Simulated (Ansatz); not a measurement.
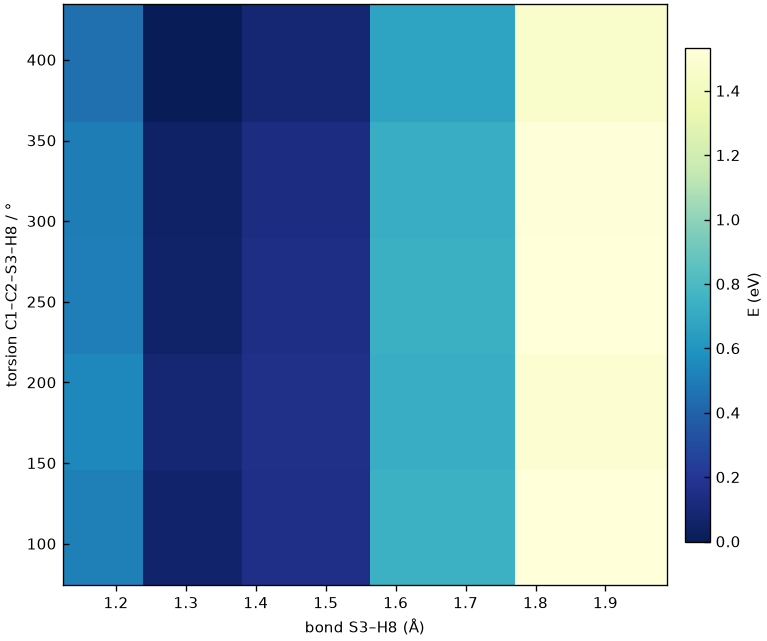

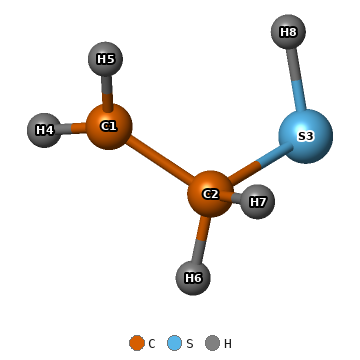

Energy landscape of C2H5S, SMILES [CH2]CS, spin multiplicity 2. Two internal coordinates are moved rigidly from the geometry relaxed at PBE0-D4/def2-TZVP, all others fixed. The first coordinate is: bond S3–H8; the second: torsion C1–C2–S3–H8. The grid has 5 × 5 points. All energies are given in eV relative to the lowest grid point. All numbers below come from UKS PBE-D4/def2-TZVPP (Ansatz 0.2.0).

In the figure: one coloured cell a grid point. The second picture is the structure at the lowest point.

Q: Where are the lowest and the highest points?

A: The lowest grid point is at bond S3–H8 = 1.296 Å, torsion C1–C2–S3–H8 = 398°. The highest grid point, bond S3–H8 = 1.879 Å, torsion C1–C2–S3–H8 = 110°, lies 1.53 eV above the lowest.
